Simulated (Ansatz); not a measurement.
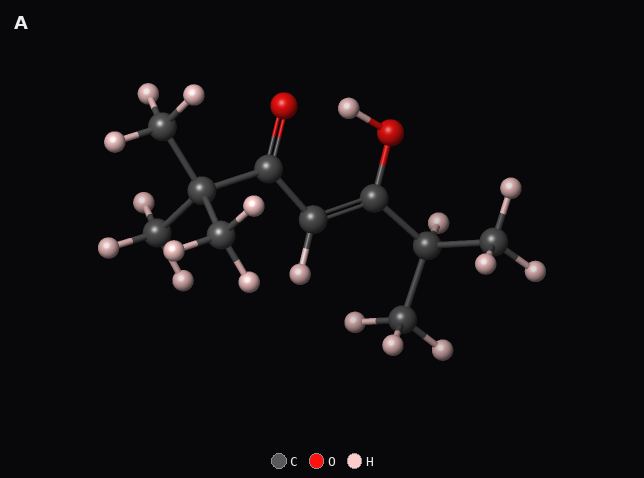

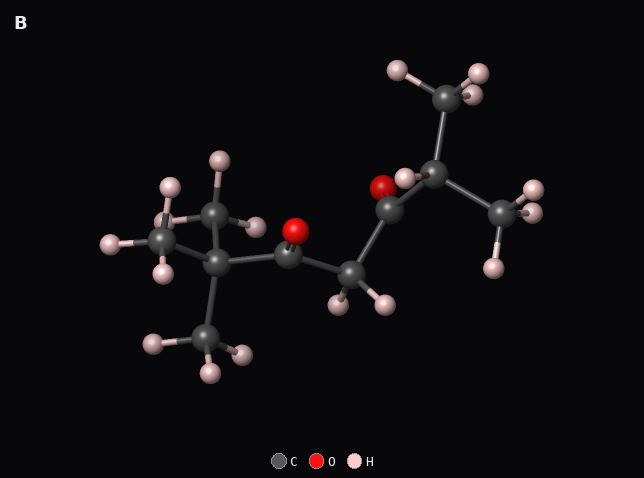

2 stationary structures of one formula. Geometries: PBE-D4/def2-SVP. Electronic energies: PBE-D4/def2-SVP (Ansatz 0.2.0), without zero-point energy. No frequency run is at hand to confirm each as a minimum. Each is one conformer, not always the lowest.

**Are they conformers, stereoisomers or constitutional isomers?**

They are constitutional isomers of C10H18O2: A `CC(C)/C(O)=C/C(=O)C(C)(C)C`, B `CC(C)C(=O)CC(=O)C(C)(C)C`.

**Which structure is the most stable?**

A is lowest; B lies 34.8 kJ/mol above it.
